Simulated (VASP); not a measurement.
Band structure of FeB (relaxed from the zinc blende structure, space group F-43m). Computed with PBEsol GGA, VASP's PBE PAW potentials (set 64) (plane waves; VASP).

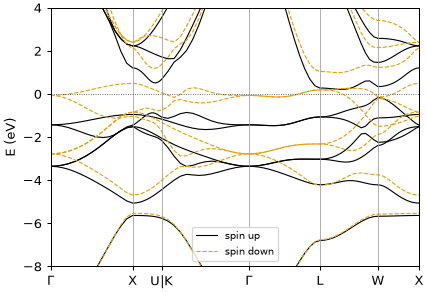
*Bands along high-symmetry lines, zero at the valence-band maximum or, without a gap, the Fermi level*

Read the plot: is there a gap, and where are the band edges?

It has no gap at this level: it comes out as a metal or semimetal. (Edges off the drawn lines would not show.)

The structure was generated: FeB was put into the zinc blende type (F-43m), which need not be its known phase. It was relaxed first, which changed the volume by -32 %.
